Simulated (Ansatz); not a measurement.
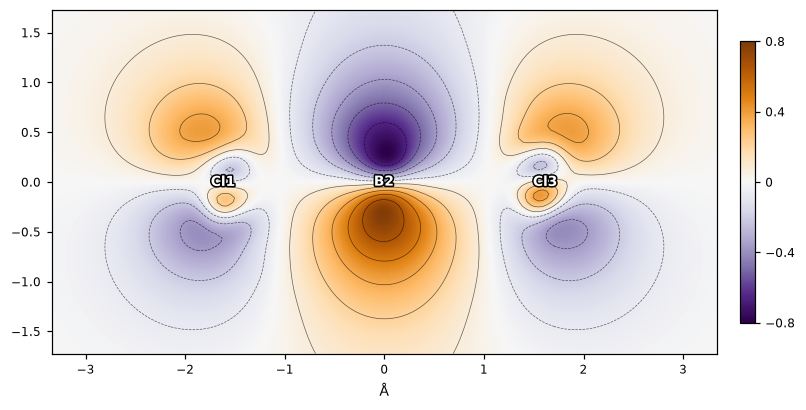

The picture shows: BCl$_{2}$ (SMILES Cl[B+]Cl) (charge +1). The LUMO on a plane that holds the molecular axis (values in Å⁻³ᐟ²; the overall sign is arbitrary).

The calculation used RKS PBE0-D4/def2-SVP in Ansatz.

**What is the character of this orbital?**

By Hirshfeld shares it lies mainly on B2 (about 55 %), Cl1 (about 25 %) and Cl3 (about 25 %); it is ungerade (odd under inversion). It is one of a degenerate set, so its orientation is arbitrary. Its energy is −8.30 eV.
